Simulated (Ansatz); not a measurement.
Consider Bi5Sb3.

Input file:

```
crystal:
  lattice:
    - [-4.47418966, -2.58317461, 3.8851949]
    - [4.47418966, -2.58317461, 3.8851949]
    - [0.0, 5.16634921, 3.8851949]
  atoms:
    - { symbol: Sb, position: [0.234, 0.234, 0.234] }
    - { symbol: Sb, position: [0.734, 0.734, 0.234] }
    - { symbol: Bi, position: [0.734, 0.234, 0.734] }
    - { symbol: Bi, position: [0.234, 0.734, 0.734] }
    - { symbol: Bi, position: [0.766, 0.766, 0.766] }
    - { symbol: Bi, position: [0.266, 0.266, 0.766] }
    - { symbol: Sb, position: [0.266, 0.766, 0.266] }
    - { symbol: Bi, position: [0.766, 0.266, 0.266] }
basis:
  ecutwfc: 420
kpoints:
  mp_grid: { grid: [6, 6, 6] }
hamiltonian:
  xc: pbe
  dispersion: d3bj
scf:
  occupations: { method: gaussian, width: 0.02 }
output:
  forces: true
  stress: true
  eigenvalues: true
  write_density: true
  write_potential: true
  elf: true
  volumetric_format: npy
relax:
  adjacent_minimum: "off"
  f_tol: 0.005
  max_steps: 80
  cell: { stress_tol: 0.05 }
```

Command:

```sh
ansatz run input.yaml --threads 2 --pin off --max-ram 5120MiB --backend cpu --events-out ev --progress --plain --runs-dir out
```

Below, planes, directions and counts refer to the conventional cell (a = 9.31 Å, b = 8.90 Å, c = 6.42 Å, α = 90.00°, β = 93.20°, γ = 90.00°).

The fields are those of the relaxed geometry.

Space group Cm; a generated structure, not necessarily the stable one.

Theory: DFT PBE+D3(BJ), scalar-relativistic, plane waves, PAW (Ansatz).

Question: Predict the valence pseudo-density and electron localisation function between the atoms.

Answer: Bi–Sb (3.02 Å): ρ is about 0.31 e/Å³ halfway; the ELF peaks at about 0.60 between the atoms.

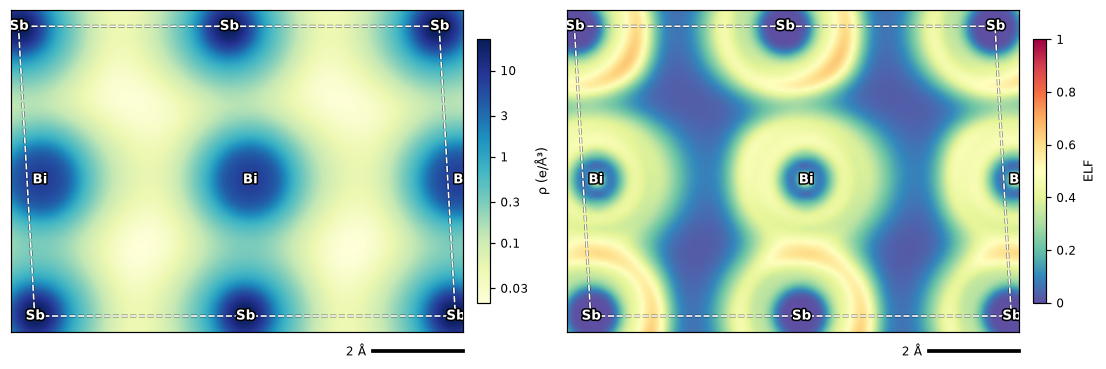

Computed valence pseudo-density and electron localisation function on the (010) plane of the conventional cell, in this order. 
